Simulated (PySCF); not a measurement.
```tsv
atom	x (Å)	y (Å)	z (Å)
C	-2.6690	-0.1426	0.0543
C	-1.2148	-0.0200	-0.1567
N	-0.6613	0.2882	-1.2767
N	0.6513	0.3435	-1.2446
C	1.1471	0.0770	-0.0877
C	2.6072	0.0701	0.2203
F	2.9145	0.9541	1.1850
F	3.0133	-1.1297	0.6696
F	3.3563	0.3673	-0.8374
S	-0.0451	-0.2865	1.1307
H	-3.1805	0.0683	-0.8806
H	-2.9212	-1.1480	0.3882
H	-3.0023	0.5587	0.8178
```

Geometry: GFN2-xTB.

Method: PBE0/pcSseg-1, SCF density, gas phase, non-relativistic (PySCF).

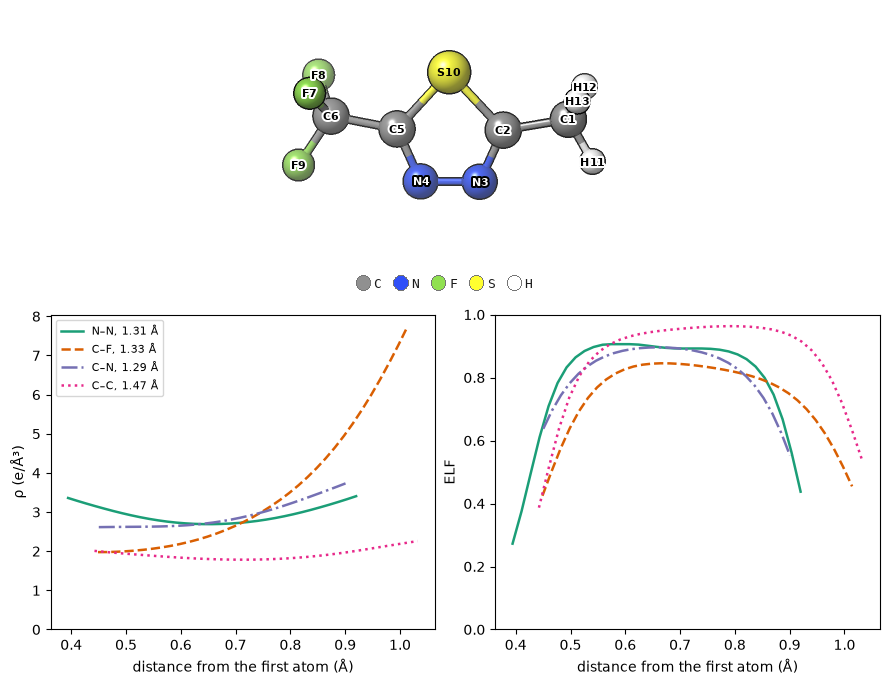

C$_{4}$H$_{3}$F$_{3}$N$_{2}$S. Total electron density and ELF along straight lines between neighbouring atoms. The curves leave out the atomic cores. The structure is drawn too.

What can be read from the curves?

Answer. N–N (1.31 Å): ρ at the midpoint is about 2.7 e/Å³; the ELF peaks at about 0.90 between the atoms, as expected for localised, covalent bonding.
C–F (1.33 Å): ρ is about 2.4 e/Å³ halfway; the ELF peaks at about 0.85 between the atoms, as expected for a shared but strongly polarised pair.
C–N (1.29 Å): ρ is about 2.7 e/Å³ halfway; the ELF peaks at about 0.90 between the atoms, as expected for a covalent bond.
C–C (1.47 Å): ρ at the midpoint is about 1.8 e/Å³; the ELF peaks at about 0.95 between the atoms (a covalent bond).
